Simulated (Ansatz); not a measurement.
# C2H4AlBO: single points with varied inputs

How do the results and run time of C2H4AlBO respond when the settings are drawn wide?

Program: Ansatz 0.2.0, Gaussian basis. Level of theory: the settings change from run to run. These are calculated values, not measurements.

### Step 1. The relaxed structure

The geometry comes from an earlier relaxation with PBE0-D4 in a triple-zeta def2 set; it is a stationary point, not always the lowest conformer.

SMILES `BC#C[O][AlH2]`, 9 atoms, charge 0, spin multiplicity 1.

Atoms are counted from 1 here; the program's logs count them from 0.

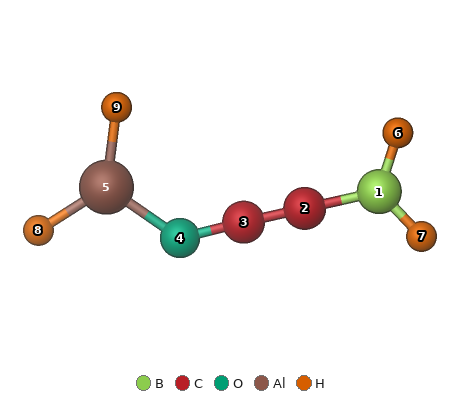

The structure; boron green, carbon red, oxygen teal, aluminium brown, hydrogen orange; atoms are numbered from 1 in the order of the file.

### Step 2. PBEsol/6-31G

Options: unrestricted orbitals, atoms shaken by 0.08 Å, the search for lower states set to off.

in.yaml reads:

```yaml
crystal:
  periodic: [false, false, false]
  atoms:
    - {symbol: B, position_ang: [-1.913147, 1.343661, 0.603371]}
    - {symbol: C, position_ang: [-0.799110, 0.825390, 0.015737]}
    - {symbol: C, position_ang: [0.057301, 0.407826, -0.500284]}
    - {symbol: O, position_ang: [1.163964, -0.428048, -0.897238]}
    - {symbol: Al, position_ang: [1.932967, -1.677416, -0.409053]}
    - {symbol: H, position_ang: [-2.652757, 1.040496, 1.493569]}
    - {symbol: H, position_ang: [-2.449543, 2.541004, 0.121843]}
    - {symbol: H, position_ang: [3.202027, -1.961244, -1.451637]}
    - {symbol: H, position_ang: [1.351941, -2.621466, 0.746332]}
basis:
  gaussian: {orbitals: 6-31G}
magnetization: {spin_polarized: true, initial_magnetization: 0}
hamiltonian: {xc: {name: PBEsol}}
scf: {lower_state_search: off}
output: {forces: true}
```

The run is started by

```console
$ ansatz run in.yaml --threads 2 --pin off --events-out ev --progress --plain --max-ram 4352MiB
```

Output, cut to the lines that bear on the results:

```text
Functional definition: PBEsol
  name "PBEsol"
  cite "Perdew et al., Phys. Rev. Lett. 100, 136406 (2008) doi:10.1103/PhysRevLett.100.136406"
  cite "Perdew, Burke & Ernzerhof, Phys. Rev. Lett. 77, 3865 (1996) doi:10.1103/PhysRevLett.77.3865"
  parent pbesol
[...]
723 factors; integrals over basis functions are off by at most 2.5e-4 eV
[...]
mean field -11408.99028852 eV, -419.2726598116 hartree, gradient 4.5e-6 eV, S^2 0.000000; 0 other end points of the search recorded, 0 dependent functions left out
[...]
reference -11408.99033673 eV, -419.2726615833 hartree; 21, 21 occupied and 36, 36 virtual orbitals, 723 factors
Total energy: -11408.99033673 eV, -419.2726615833 hartree
Atom 0 at    -1.913147     1.343661     0.603371 Å, force    -5.907512     5.205720     1.197104 eV/Å
Atom 1 at    -0.799110     0.825390     0.015737 Å, force   -13.726784     6.686080     8.400318 eV/Å
Atom 2 at     0.057301     0.407826    -0.500284 Å, force    21.820431   -12.223008   -11.633125 eV/Å
Atom 3 at     1.163964    -0.428048    -0.897238 Å, force    -7.986857     9.953632    -1.192371 eV/Å
Atom 4 at     1.932967    -1.677416    -0.409053 Å, force     4.761835    -6.922324     1.484943 eV/Å
Atom 5 at    -2.652757     1.040496     1.493569 Å, force     0.285014    -0.666487     0.305648 eV/Å
Atom 6 at    -2.449543     2.541004     0.121843 Å, force     1.109645    -2.007950     0.627408 eV/Å
Atom 7 at     3.202027    -1.961244    -1.451637 Å, force    -0.363580     0.009143     0.570544 eV/Å
Atom 8 at     1.351941    -2.621466     0.746332 Å, force     0.007809    -0.034806     0.239531 eV/Å
Dipole moment:     0.279244    -0.332901     0.155301 e Å
Checks for a lower state left out: stability, starts, cluster_reference, orbital_swaps, neighbouring_geometries, increment
```

It took 1.4 s on 2 threads of Arm Neoverse V1, shared host; peak memory 0.48 GiB.

Largest force 27.584 eV/Å, dipole 2.22 D, ⟨S²⟩ 0.000.

### Step 3. B2GP-PLYP/STO-3G

Options: charge -1, multiplicity 2, atoms shaken by 0.08 Å.

in.yaml reads:

```yaml
crystal:
  periodic: [false, false, false]
  atoms:
    - {symbol: B, position_ang: [-1.937274, 1.619544, 0.462427]}
    - {symbol: C, position_ang: [-0.722217, 0.833047, 0.056770]}
    - {symbol: C, position_ang: [0.076716, 0.297116, -0.369960]}
    - {symbol: O, position_ang: [1.092524, -0.245364, -0.963647]}
    - {symbol: Al, position_ang: [2.075426, -1.531877, -0.400121]}
    - {symbol: H, position_ang: [-2.680810, 0.989562, 1.495392]}
    - {symbol: H, position_ang: [-2.475040, 2.537680, 0.199968]}
    - {symbol: H, position_ang: [3.272950, -1.914460, -1.300428]}
    - {symbol: H, position_ang: [1.449376, -2.527415, 0.904450]}
basis:
  gaussian: {orbitals: STO-3G}
total_charge: -1
magnetization: {spin_polarized: true, initial_magnetization: 1}
hamiltonian: {xc: {name: B2GP-PLYP}}
output: {forces: true}
```

The command is unchanged.

Output, cut to the lines that bear on the results:

```text
Functional definition: B2GP-PLYP
  name "B2GP-PLYP"
  cite "Karton, Tarnopolsky, Lamère, Schatz & Martin, J. Phys. Chem. A 112, 12868 (2008) doi:10.1021/jp801805p"
  cite "Becke, Phys. Rev. A 38, 3098 (1988) doi:10.1103/PhysRevA.38.3098"
  cite "Lee, Yang & Parr, Phys. Rev. B 37, 785 (1988) doi:10.1103/PhysRevB.37.785"
[...]
426 factors; integrals over basis functions are off by at most 4.6e-5 eV
[...]
mean field -11291.03993691 eV, -414.9380643399 hartree, gradient 5.4e-6 eV, S^2 0.768797; 0 other end points of the search recorded, 0 dependent functions left out
9 core orbitals not correlated: weight in the atoms' cores, before any rotation towards them, 0.999 or more for the frozen orbitals, at most 0.000 for the correlated occupied ones
reference -11291.04003495 eV, -414.9380679426 hartree; 13, 12 occupied and 11, 12 virtual orbitals, 426 factors
second order -7.19113337 eV of doubles, -0.00000000 eV of singles
[...]
Total energy: -11293.62884296 eV, -415.0332048822 hartree
Atom 0 at    -1.937274     1.619544     0.462427 Å, force    -1.860314    -4.933052     5.320660 eV/Å
Atom 1 at    -0.722217     0.833047     0.056770 Å, force   -24.816869    17.347912    11.798498 eV/Å
Atom 2 at     0.076716     0.297116    -0.369960 Å, force    21.780024   -14.840105   -11.048931 eV/Å
Atom 3 at     1.092524    -0.245364    -0.963647 Å, force     4.148302    -2.663528    -1.532452 eV/Å
Atom 4 at     2.075426    -1.531877    -0.400121 Å, force    -1.799055    -1.386756     2.022484 eV/Å
Atom 5 at    -2.680810     0.989562     1.495392 Å, force     2.154794     1.652358    -2.830999 eV/Å
Atom 6 at    -2.475040     2.537680     0.199968 Å, force    -0.273927     2.420919    -1.518248 eV/Å
Atom 7 at     3.272950    -1.914460    -1.300428 Å, force    -0.922911     0.299936     0.664462 eV/Å
Atom 8 at     1.449376    -2.527415     0.904450 Å, force     1.589956     2.102316    -2.875473 eV/Å
Dipole moment:     1.988367    -1.211098    -0.605129 e Å
```

Wall time 3.1 s (2 threads of Arm Neoverse V1, shared host); peak memory 0.48 GiB.

Largest force 32.497 eV/Å, ⟨S²⟩ 0.769.

### Step 4. revPBE/def2-SVP

This run has a grid of angular degree 47, D4 dispersion.

in.yaml reads:

```yaml
crystal:
  periodic: [false, false, false]
  atoms:
    - {symbol: B, position_ang: [-2.047032, 1.541565, 0.601884]}
    - {symbol: C, position_ang: [-0.844064, 0.868553, 0.048711]}
    - {symbol: C, position_ang: [0.141130, 0.316304, -0.403795]}
    - {symbol: O, position_ang: [1.174177, -0.240380, -0.897780]}
    - {symbol: Al, position_ang: [2.018705, -1.689035, -0.443347]}
    - {symbol: H, position_ang: [-2.641488, 1.059922, 1.522871]}
    - {symbol: H, position_ang: [-2.433232, 2.573068, 0.133160]}
    - {symbol: H, position_ang: [3.250841, -1.983583, -1.368409]}
    - {symbol: H, position_ang: [1.469463, -2.492714, 0.789606]}
basis:
  gaussian: {orbitals: def2-SVP, final_grid: {core_spheres: 20, valence_spheres: 16, degree: 47}}
hamiltonian: {xc: {name: revPBE}, dispersion: d4}
output: {forces: true}
```

Launched as before.

Output, cut to the lines that bear on the results:

```text
Functional definition: revPBE
  name "revPBE"
  cite "Zhang & Yang, Phys. Rev. Lett. 80, 890 (1998) doi:10.1103/PhysRevLett.80.890"
  cite "Perdew, Burke & Ernzerhof, Phys. Rev. Lett. 77, 3865 (1996) doi:10.1103/PhysRevLett.77.3865"
[...]
1038 factors; their error is unknown
[...]
mean field -11449.18291447 eV, -420.7497115719 hartree, gradient 4.4e-5 eV, S^2 0.000000; 0 other end points of the search recorded, 0 dependent functions left out
[...]
reference -11449.18297256 eV, -420.7497137066 hartree; 21, 21 occupied and 73, 73 virtual orbitals, 1038 factors
Total energy: -11449.65790947 eV, -420.7671673160 hartree
Atom 0 at    -2.047032     1.541565     0.601884 Å, force     0.070311    -0.038284    -0.026193 eV/Å
Atom 1 at    -0.844064     0.868553     0.048711 Å, force    -1.690121     0.961411     0.762106 eV/Å
Atom 2 at     0.141130     0.316304    -0.403795 Å, force     1.204128    -0.642751    -0.580483 eV/Å
Atom 3 at     1.174177    -0.240380    -0.897780 Å, force     0.374674     0.262897    -0.581629 eV/Å
Atom 4 at     2.018705    -1.689035    -0.443347 Å, force     0.442902    -0.667535     0.158116 eV/Å
Atom 5 at    -2.641488     1.059922     1.522871 Å, force    -0.290896    -0.195583     0.415669 eV/Å
Atom 6 at    -2.433232     2.573068     0.133160 Å, force    -0.197186     0.466302    -0.193840 eV/Å
Atom 7 at     3.250841    -1.983583    -1.368409 Å, force     0.169094    -0.036706    -0.129898 eV/Å
Atom 8 at     1.469463    -2.492714     0.789606 Å, force    -0.082906    -0.109751     0.176153 eV/Å
Dipole moment:     0.618955    -0.572506    -0.091135 e Å
```

Run time: 2.4 s. Hardware: 2 threads of Arm Neoverse V1, shared host; peak memory 0.48 GiB.

Largest force 2.088 eV/Å, dipole 4.07 D.

### Step 5. rPW86-PBE/def2-SVPD

Edit in.yaml of step 4 so:

```diff
@@ -13,4 +13,4 @@
 basis:
-  gaussian: {orbitals: def2-SVP, final_grid: {core_spheres: 20, valence_spheres: 16, degree: 47}}
-hamiltonian: {xc: {name: revPBE}, dispersion: d4}
+  gaussian: {orbitals: def2-SVPD}
+hamiltonian: {xc: {name: rPW86-PBE}}
 output: {forces: true}
```

Same command.

Output, cut to the lines that bear on the results:

```text
Functional definition: rPW86-PBE
  name "rPW86-PBE"
  cite "Murray, Lee & Langreth, J. Chem. Theory Comput. 5, 2754 (2009) doi:10.1021/ct900365q"
  cite "Perdew, Burke & Ernzerhof, Phys. Rev. Lett. 77, 3865 (1996) doi:10.1103/PhysRevLett.77.3865"
  parent pbe
[...]
1167 factors; their error is unknown
[...]
mean field -11470.16346345 eV, -421.5207325257 hartree, gradient 3.5e-5 eV, S^2 0.000000; 0 other end points of the search recorded, 0 dependent functions left out
[...]
reference -11470.16361207 eV, -421.5207379873 hartree; 21, 21 occupied and 118, 118 virtual orbitals, 1167 factors
Total energy: -11470.16361207 eV, -421.5207379873 hartree
Atom 0 at    -2.047032     1.541565     0.601884 Å, force     0.060303    -0.032041    -0.021754 eV/Å
Atom 1 at    -0.844064     0.868553     0.048711 Å, force    -1.517971     0.864728     0.683754 eV/Å
Atom 2 at     0.141130     0.316304    -0.403795 Å, force     0.875962    -0.476934    -0.414317 eV/Å
Atom 3 at     1.174177    -0.240380    -0.897780 Å, force     0.363796     0.312427    -0.614127 eV/Å
Atom 4 at     2.018705    -1.689035    -0.443347 Å, force     0.506542    -0.787430     0.201592 eV/Å
Atom 5 at    -2.641488     1.059922     1.522871 Å, force    -0.184756    -0.093638     0.238846 eV/Å
Atom 6 at    -2.433232     2.573068     0.133160 Å, force    -0.133281     0.269808    -0.096297 eV/Å
Atom 7 at     3.250841    -1.983583    -1.368409 Å, force     0.069345    -0.011805    -0.055598 eV/Å
Atom 8 at     1.469463    -2.492714     0.789606 Å, force    -0.039941    -0.045114     0.077901 eV/Å
Dipole moment:     0.609503    -0.561821    -0.091182 e Å
```

Run time: 6.5 s. Hardware: 2 threads of Arm Neoverse V1, shared host; peak memory 0.48 GiB.

Largest force 1.876 eV/Å, dipole 4.01 D.

### Step 6. B3LYP5/def2-SVPD

This run has charge +1, multiplicity 2, high accuracy.

Edit in.yaml of step 5 so:

```diff
@@ -14,3 +14,6 @@
   gaussian: {orbitals: def2-SVPD}
-hamiltonian: {xc: {name: rPW86-PBE}}
+total_charge: 1
+magnetization: {spin_polarized: true, initial_magnetization: 1}
+hamiltonian: {xc: {name: B3LYP5}}
+accuracy: high
 output: {forces: true}
```

The command is unchanged.

Output, cut to the lines that bear on the results:

```text
Functional definition: B3LYP5
  name "B3LYP5"
  cite "Stephens, Devlin, Chabalowski & Frisch, J. Phys. Chem. 98, 11623 (1994) doi:10.1021/j100096a001"
  cite "Becke, Phys. Rev. A 38, 3098 (1988) doi:10.1103/PhysRevA.38.3098"
  cite "Lee, Yang & Parr, Phys. Rev. B 37, 785 (1988) doi:10.1103/PhysRevB.37.785"
  cite "Vosko, Wilk & Nusair, Can. J. Phys. 58, 1200 (1980) doi:10.1139/p80-159"
[...]
2739 factors; integrals over basis functions are off by at most 3.5e-9 eV
[...]
mean field -11440.05087156 eV, -420.4141151848 hartree, gradient 6.8e-8 eV, S^2 0.752873; 3 other end points of the search recorded, 0 dependent functions left out
[...]
reference -11440.05092404 eV, -420.4141171136 hartree; 21, 20 occupied and 118, 119 virtual orbitals, 2739 factors
Total energy: -11440.05092404 eV, -420.4141171136 hartree
Atom 0 at    -2.047032     1.541565     0.601884 Å, force     0.506587    -0.297947    -0.215827 eV/Å
Atom 1 at    -0.844064     0.868553     0.048711 Å, force    -3.652198     2.095732     1.635150 eV/Å
Atom 2 at     0.141130     0.316304    -0.403795 Å, force     5.699400    -2.848079    -2.907429 eV/Å
Atom 3 at     1.174177    -0.240380    -0.897780 Å, force    -3.801996     2.817654     1.136192 eV/Å
Atom 4 at     2.018705    -1.689035    -0.443347 Å, force     1.938185    -2.412666     0.268108 eV/Å
Atom 5 at    -2.641488     1.059922     1.522871 Å, force    -0.161693    -0.089926     0.214405 eV/Å
Atom 6 at    -2.433232     2.573068     0.133160 Å, force    -0.111161     0.251084    -0.099799 eV/Å
Atom 7 at     3.250841    -1.983583    -1.368409 Å, force    -0.186718     0.181934     0.019289 eV/Å
Atom 8 at     1.469463    -2.492714     0.789606 Å, force    -0.230406     0.302215    -0.050090 eV/Å
Dipole moment:    -0.365558     0.183480     0.186138 e Å
```

Run time: 22 s. Hardware: 2 threads of Arm Neoverse V1, shared host; peak memory 0.79 GiB.

Largest force 7.003 eV/Å, ⟨S²⟩ 0.753.

### Step 7. wB97X/aug-cc-pVDZ

This run has relativity set to scalar, the search for lower states set to light.

Edit in.yaml of step 6 so:

```diff
@@ -13,7 +13,4 @@
 basis:
-  gaussian: {orbitals: def2-SVPD}
-total_charge: 1
-magnetization: {spin_polarized: true, initial_magnetization: 1}
-hamiltonian: {xc: {name: B3LYP5}}
-accuracy: high
-output: {forces: true}
+  gaussian: {orbitals: aug-cc-pVDZ}
+hamiltonian: {xc: {name: wB97X}, pseudopotentials: {relativity: scalar}}
+scf: {lower_state_search: light}
```

Launched as before.

Output, cut to the lines that bear on the results:

```text
Functional definition: wB97X
  name "wB97X"
  cite "Chai & Head-Gordon, J. Chem. Phys. 128, 084106 (2008) doi:10.1063/1.2834918"
  cite "Becke, J. Chem. Phys. 107, 8554 (1997) doi:10.1063/1.475007"
[...]
  # The coefficients of nought are those of the uniform gas.
[...]
      + exact_x_lr(omega)
[...]
      + integral(e_c_pw_opposite_spin*poly(b97_u_opposite, 1, cos1, cos2, cos3, cos4))
1406 factors; their error is unknown
673 factors; integrals over basis functions are off by at most 4.5e-6 eV
[...]
mean field -11469.68002649 eV, -421.5029665450 hartree, gradient 4.3e-5 eV, S^2 0.000000; 0 other end points of the search recorded, 0 dependent functions left out
reference -11469.67995427 eV, -421.5029638913 hartree; 21, 21 occupied and 134, 134 virtual orbitals, 1406 factors
Total energy: -11469.67995427 eV, -421.5029638913 hartree
Relativity: scalar
```

Run time: 8.5 s. Hardware: 2 threads of Arm Neoverse V1, shared host; peak memory 0.48 GiB.

### Step 8. wB97/def2-TZVPP

Edit in.yaml of step 7 so:

```diff
@@ -13,4 +13,3 @@
 basis:
-  gaussian: {orbitals: aug-cc-pVDZ}
-hamiltonian: {xc: {name: wB97X}, pseudopotentials: {relativity: scalar}}
-scf: {lower_state_search: light}
+  gaussian: {orbitals: def2-TZVPP}
+hamiltonian: {xc: {name: wB97}}
```

The command is unchanged.

Output, cut to the lines that bear on the results:

```text
Functional definition: wB97
  name "wB97"
  cite "Chai & Head-Gordon, J. Chem. Phys. 128, 084106 (2008) doi:10.1063/1.2834918"
  cite "Becke, J. Chem. Phys. 107, 8554 (1997) doi:10.1063/1.475007"
[...]
  # The coefficients of nought are those of the uniform gas.
[...]
      + integral(e_c_pw_opposite_spin*poly(b97_u_opposite, 1, cos1, cos2, cos3, cos4))
1185 factors; their error is unknown
405 factors; integrals over basis functions are off by at most 3.7e-5 eV
[...]
mean field -11458.66692561 eV, -421.0982425527 hartree, gradient 2.8e-5 eV, S^2 0.000000; 0 other end points of the search recorded, 0 dependent functions left out
reference -11458.66691119 eV, -421.0982420229 hartree; 21, 21 occupied and 201, 201 virtual orbitals, 1185 factors
Total energy: -11458.66691119 eV, -421.0982420229 hartree
```

It took 7.5 s on 2 threads of Arm Neoverse V1, shared host; peak memory 0.48 GiB.

### Step 9. PBE-QIDH/def2-SVPD

Options: relativity set to none.

Edit in.yaml of step 8 so:

```diff
@@ -13,3 +13,3 @@
 basis:
-  gaussian: {orbitals: def2-TZVPP}
-hamiltonian: {xc: {name: wB97}}
+  gaussian: {orbitals: def2-SVPD}
+hamiltonian: {xc: {name: PBE-QIDH}, pseudopotentials: {relativity: none}}
```

The command is unchanged.

Output, cut to the lines that bear on the results:

```text
Functional definition: PBE-QIDH
  name "PBE-QIDH"
  cite "Brémond, Sancho-García, Pérez-Jiménez & Adamo, J. Chem. Phys. 141, 031101 (2014) doi:10.1063/1.4890314"
  cite "Perdew, Burke & Ernzerhof, Phys. Rev. Lett. 77, 3865 (1996) doi:10.1103/PhysRevLett.77.3865"
[...]
1356 factors; integrals over basis functions are off by at most 8.5e-4 eV
[...]
mean field -11432.84358578 eV, -420.1492523176 hartree, gradient 9.1e-6 eV, S^2 0.000000; 0 other end points of the search recorded, 0 dependent functions left out
9 core orbitals not correlated: weight in the atoms' cores, before any rotation towards them, 1.000 or more for the frozen orbitals, at most 0.000 for the correlated occupied ones
reference -11432.84360464 eV, -420.1492530109 hartree; 12, 12 occupied and 118, 118 virtual orbitals, 1356 factors
second order -18.52506323 eV of doubles, -0.00000000 eV of singles
Total energy: -11439.01862572 eV, -420.3761808499 hartree
```

It took 4.5 s on 2 threads of Arm Neoverse V1, shared host; peak memory 0.48 GiB.

### Step 10. PBE0/def2-TZVPD

Set apart from the defaults: density fitting with def2-universal-jkfit, relativity set to none, high accuracy.

Edit in.yaml of step 9 so:

```diff
@@ -13,3 +13,4 @@
 basis:
-  gaussian: {orbitals: def2-SVPD}
-hamiltonian: {xc: {name: PBE-QIDH}, pseudopotentials: {relativity: none}}
+  gaussian: {orbitals: def2-TZVPD, fitting: {mean_field: def2-universal-jkfit}}
+hamiltonian: {xc: {name: PBE0}, pseudopotentials: {relativity: none}}
+accuracy: high
```

The command is unchanged.

Output:

```text
Functional definition: PBE0
  name "PBE0"
  cite "Adamo & Barone, J. Chem. Phys. 110, 6158 (1999) doi:10.1063/1.478522"
  cite "Perdew, Burke & Ernzerhof, Phys. Rev. Lett. 77, 3865 (1996) doi:10.1103/PhysRevLett.77.3865"
  parent pbe
  parameter a = 0.25
  parameter kappa = 0.804
  parameter beta = 0.06672455060314922
  exchange = (1 - a)*pbe_x(kappa = kappa, mu = beta*pi^2/3) + a*exact_x
  correlation = pbe_c(beta = beta)
502 factors; integrals over basis functions are off by at most 8.7e-1 eV
mean field evaluation 1: about -11444.5369 eV, gradient 5.4e1 eV
mean field evaluation 2: about -11439.2044 eV, gradient 6.8e1 eV
mean field evaluation 4: about -11450.7116 eV, gradient 8.8e0 eV
mean field evaluation 8: about -11450.8906 eV, gradient 1.2e-1 eV
mean field evaluation 16: about -11450.8906 eV, gradient 8.0e-6 eV
mean field -11450.89060223 eV, -420.8124679396 hartree, gradient 2.2e-8 eV, S^2 0.000000; 0 other end points of the search recorded, 0 dependent functions left out
reference -11450.89060629 eV, -420.8124680887 hartree; 21, 21 occupied and 209, 209 virtual orbitals, 502 factors
Total energy: -11450.89060629 eV, -420.8124680887 hartree
```

Wall time 8 s (2 threads of Arm Neoverse V1, shared host); peak memory 0.48 GiB.

### Step 11. All runs side by side

| level | charge | multiplicity | geometry | functions | energy (eV) | time |
| --- | --- | --- | --- | --- | --- | --- |
| PBEsol/6-31G | 0 | 1 | shaken | 57 | -11408.990 | 1.4 s |
| B2GP-PLYP/STO-3G | -1 | 2 | shaken | 33 | -11293.629 | 3.1 s |
| revPBE/def2-SVP | 0 | 1 | relaxed | 94 | -11449.658 | 2.4 s |
| rPW86-PBE/def2-SVPD | 0 | 1 | relaxed | 139 | -11470.164 | 6.5 s |
| B3LYP5/def2-SVPD | 1 | 2 | relaxed | 139 | -11440.051 | 22 s |
| wB97X/aug-cc-pVDZ | 0 | 1 | relaxed | 155 | -11469.680 | 8.5 s |
| wB97/def2-TZVPP | 0 | 1 | relaxed | 222 | -11458.667 | 7.5 s |
| PBE-QIDH/def2-SVPD | 0 | 1 | relaxed | 139 | -11439.019 | 4.5 s |
| PBE0/def2-TZVPD | 0 | 1 | relaxed | 230 | -11450.891 | 8 s |

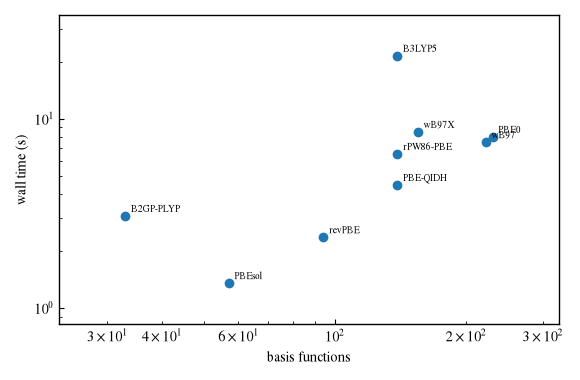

Wall time against the number of basis functions (shared host).

### Step 12. Results

| quantity | value |
| --- | --- |
| runs | 9 |
| quickest | PBEsol/6-31G, 1.4 s |
| slowest | B3LYP5/def2-SVPD, 22 s |
| spread of total energies, same state and geometry | 31.1 eV |
| dipole, same state and geometry | 4.01 to 4.07 D |

Run time spans a factor of 16, from PBEsol/6-31G to B3LYP5/def2-SVPD. The jobs differ in tasks and options as well as level. The totals spread over 31 eV; they can't be compared across methods or bases. Some of these runs are scalar-relativistic and others not, which shifts the totals of all-electron atoms past neon by eV; core potentials, where a basis has them, take the core out of the total altogether. At the PBE0-D4/def2-TZVP geometry and in the same state, runs without warnings or point charges leave forces up to 2.09 eV/Å (revPBE/def2-SVP), against 27.6 eV/Å where the atoms were moved.
